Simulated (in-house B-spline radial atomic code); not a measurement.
**Ba⁴⁺: excited configurations**

How much energy does it take to promote electrons of Ba⁴⁺ to other shells? Each configuration is solved by itself and compared with the reference.

The numbers are computed with in-house B-spline radial atomic code version 1 (scalar-relativistic (spin-free one-electron X2C) PBEsol, spin-polarised, spherical fractional occupations, Fermi nucleus, basis-set limit), except any that are marked as measured or tabulated.

## (1) What is computed

```
element       : barium (Z = 56)
charge        : +4
electrons     : 52
configuration : [Kr] 4d10 5s2 5p4
Hamiltonian   : scalar-relativistic (X2C)
nucleus       : Fermi, rms radius 4.838 fm
```

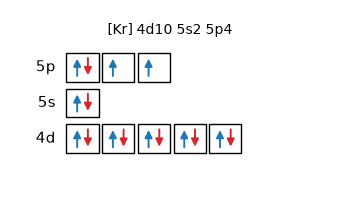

Occupation of the outer shells (arrows by Hund's rule).

Where spins are not typed, each open shell is filled with up spins first.

The run's settings:

```ini
Z = 56
electrons = 52.0
configuration = [Kr] 4d10 5s2 5p4
hamiltonian = x2c
method = pbesol
spin_polarised = True
nucleus = fermi
rms_radius = 4.8378
mass_number = 138
atomic_mass = 137.905247059
speed_of_light = 137.035999084
```

From the earlier run of the reference: total energy -8127.410133 hartree. Levels, eight at most:

| orbital | occupation | energy (eV) | <r> (bohr) |
| --- | --- | --- | --- |
| 4p up | 3 | -220.52 | 0.7148 |
| 4p down | 3 | -220.27 | 0.7144 |
| 4d up | 5 | -129.18 | 0.7986 |
| 4d down | 5 | -128.82 | 0.7964 |
| 5s up | 1 | -71.076 | 1.575 |
| 5s down | 1 | -69.218 | 1.572 |
| 5p up | 3 | -54.856 | 1.772 |
| 5p down | 1 | -52.929 | 1.777 |

## (2) Run with [Ar] 3d9 4s2 4p6 4d10 5s2 5p5

The run's settings:

```ini
Z = 56
electrons = 52.0
configuration = [Ar] 3d9 4s2 4p6 4d10 5s2 5p5
hamiltonian = x2c
method = pbesol
spin_polarised = True
nucleus = fermi
rms_radius = 4.8378
mass_number = 138
atomic_mass = 137.905247059
speed_of_light = 137.035999084
```

## (3) [Ar] 3d10 4s2 4p5 4d10 5s2 5p5

The settings differ from step 2 so:

```diff
@@ -2,3 +2,3 @@
 electrons = 52.0
-configuration = [Ar] 3d9 4s2 4p6 4d10 5s2 5p5
+configuration = [Ar] 3d10 4s2 4p5 4d10 5s2 5p5
 hamiltonian = x2c
```

## (4) Configuration [Kr] 4d9 5s2 5p4 6s1

The settings differ from step 3 so:

```diff
@@ -2,3 +2,3 @@
 electrons = 52.0
-configuration = [Ar] 3d10 4s2 4p5 4d10 5s2 5p5
+configuration = [Kr] 4d9 5s2 5p4 6s1
 hamiltonian = x2c
```

## (5) Configuration [Kr] 4d9 5s2 5p5

The settings differ from step 4 so:

```diff
@@ -2,3 +2,3 @@
 electrons = 52.0
-configuration = [Kr] 4d9 5s2 5p4 6s1
+configuration = [Kr] 4d9 5s2 5p5
 hamiltonian = x2c
```

## (6) [Kr] 4d10 5s1 5p5

The settings differ from step 5 so:

```diff
@@ -2,3 +2,3 @@
 electrons = 52.0
-configuration = [Kr] 4d9 5s2 5p5
+configuration = [Kr] 4d10 5s1 5p5
 hamiltonian = x2c
```

**Question.** How far above the reference does each configuration lie (order and size, in eV)?

As calculated:

| net move | configuration | 2|M_S|+1 | energy above the reference (eV) | largest <r> (bohr) |
| --- | --- | --- | --- | --- |
| 5s → 5p | [Kr] 4d10 5s1 5p5 | 3 | 16.299 | 1.77 |
| 4d → 5p | [Kr] 4d9 5s2 5p5 | 3 | 78.346 | 1.74 |
| 4d → 6s | [Kr] 4d9 5s2 5p4 6s1 | 5 | 105.92 | 3.12 |
| 4p → 5p | [Ar] 3d10 4s2 4p5 4d10 5s2 5p5 | 3 | 170.51 | 1.73 |
| 3d → 5p | [Ar] 3d9 4s2 4p6 4d10 5s2 5p5 | 3 | 769.75 | 1.72 |

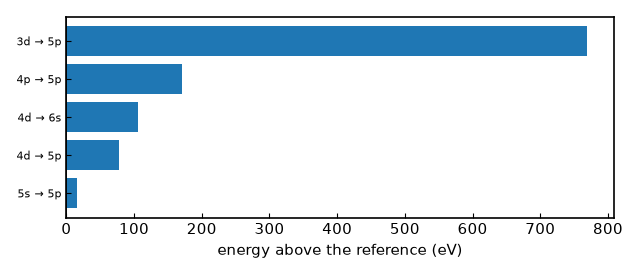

Energy of each configuration above the reference.

**Reading.** The energies run from 16.299 eV (5s → 5p) to 769.75 eV (3d → 5p). 3 of them lie more than 60 % above minus the reference's highest level (52.929 eV), in the range where a state can decay by emitting an electron. The reference has 2|M_S|+1 = 3; 1 of the configurations differ from it in spin. These are spherical averages at the typed spins, not spectroscopic levels.
